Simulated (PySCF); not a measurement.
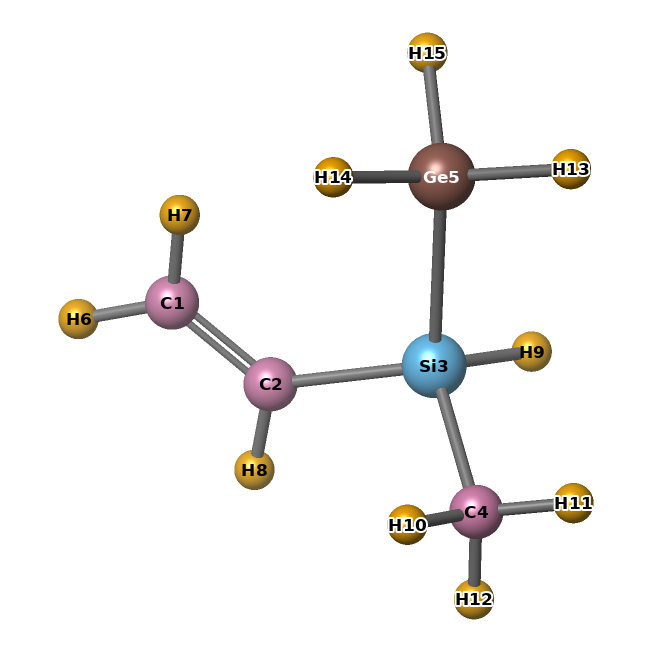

Computed geometry: PBE0-D3(BJ)/def2-SVP optimisation. No frequency run is at hand to confirm it as a minimum. Properties computed with delta-SCF UKS SCAN, pcX-2 on the ionised atom, pcseg-1 elsewhere, spin-free X2C (PySCF 2.14.0).

Give the core-electron binding energies (to vacuum; p and d levels without spin–orbit splitting) of C1 1s, C2 1s, Si3 1s, Si3 2p, C4 1s.

```csv
atom,level,binding energy (eV)
C1,1s,290.4
C2,1s,290.1
Si3,1s,1845.9
Si3,2p,106.3
C4,1s,290.1
```
